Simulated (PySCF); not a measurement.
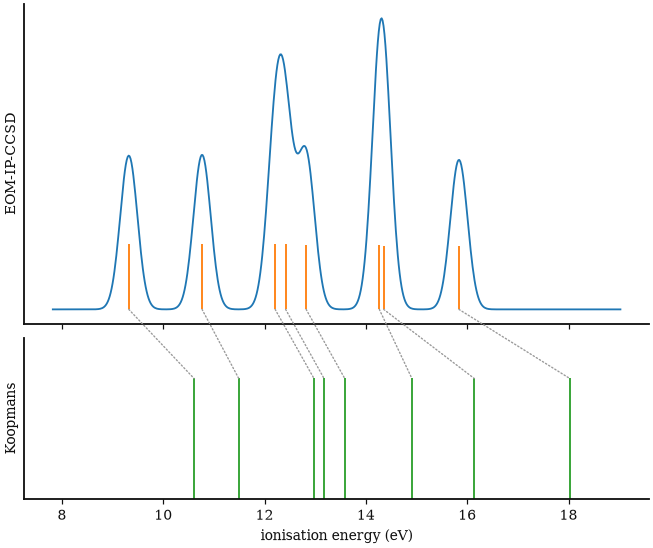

Valence photoelectron lines of CH₆OSi₂, SMILES O=C[SiH2][SiH3]: vertical EOM-IP-CCSD/aug-cc-pVDZ (frozen core, PySCF, at a PBE0-D3(BJ)/def2-SVP geometry (no frequency check); 8 lines, one for each of the 8 highest orbitals, so a line of a deeper orbital can be missing among them) above, Hartree-Fock orbital energies with the sign turned below, non-relativistic; dotted lines join each line to its leading orbital. Stick heights are one-hole weights (summed over degenerate lines), not cross-sections; Gaussian width 0.40 eV.

### Do correlation and relaxation change the order of the lines?

Not among these holes, which come in the order of the orbitals, HOMO, HOMO−1, HOMO−2, HOMO−3, HOMO−4, HOMO−5, HOMO−6, HOMO−7. Some lines lie within 0.1 eV of each other, so their order isn't settled.

### List the lines.

```csv
hole,EOM-IP-CCSD (eV),Koopmans (eV),one-hole weight
HOMO,9.32,10.61,0.95
HOMO-1,10.77,11.49,0.95
HOMO-2,12.21,12.97,0.94
HOMO-3,12.42,13.17,0.94
HOMO-4,12.82,13.58,0.94
HOMO-5,14.27,14.91,0.93
HOMO-6,14.35,16.14,0.92
HOMO-7,15.84,18.02,0.92
```

Caveats: small basis, so the lines can lie some tenths of an eV too low; one conformer of a flexible molecule.
